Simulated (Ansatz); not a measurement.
# Does disorder add resistance in series? Hf(0001) layers displaced at 500 K

Two lengths of the disordered region are known. What area resistance does the third give?

Set-up. Ansatz 0.2.0, plane waves with PAW datasets at their recommended cutoffs (420 eV for most), Fermi-Dirac smearing; ballistic transmission by layer matching. The area resistance is RA = A (h/2e²)(1/T − 1/N), with T the zone-mean transmission per spin and N the lead's channels, both averaged over a few energies near the Fermi level; for magnets each spin is taken apart, with h/e², and the two conduct in parallel. Lateral cell 2x2, PBE, a fresh random draw for each length. Atoms are displaced independently, by 0.0804 Å r.m.s. per direction; each RA is scaled by the nominal over the drawn mean square displacement.

Results; the value marked ? is to be predicted:

```
length (Å)  channels N  RA (fΩ m²)
      5.06       2.708       0.388
      15.2       2.708       0.923
      25.3       2.708           ?
```

Worked fit:

Ohm's law makes RA linear in the length: the slope is (0.923 − 0.388)/(15.2 − 5.06) = 0.0529 fΩ m² per Å, or 53 µΩ cm. Then 0.923 + 0.0529 × 10.1. Predicted: 1.46 fΩ m².

Check against the run:

1.63 fΩ m², so the prediction is 11 % too low. The three lengths together give 61 µΩ cm. The two increments are 0.54 and 0.71 fΩ m², roughly as Ohm's law has it, though with one draw for each length that is a weak test.

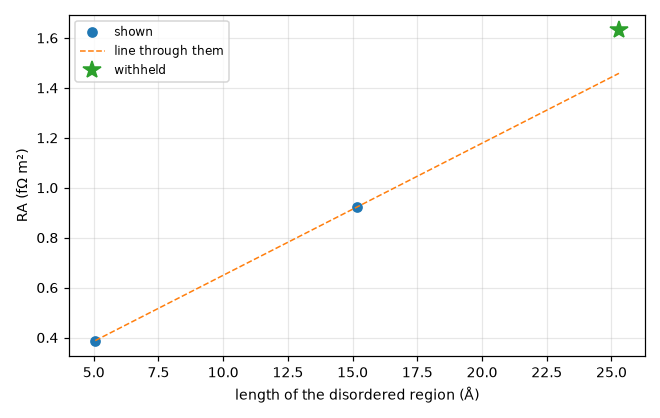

Area resistance against length.

Caveats: The scatterers repeat sideways with the small cell. The slope is a raw one; a model of isotropic scattering puts it 1.04 times the bulk value over these lengths. Spin-orbit coupling is left out, which matters for Hf.

[Logs are printed without paths, hosts, clocks, repeated set-up lines and the standing remarks that a program may print on its own settings, such as how far it seeks lower states.]
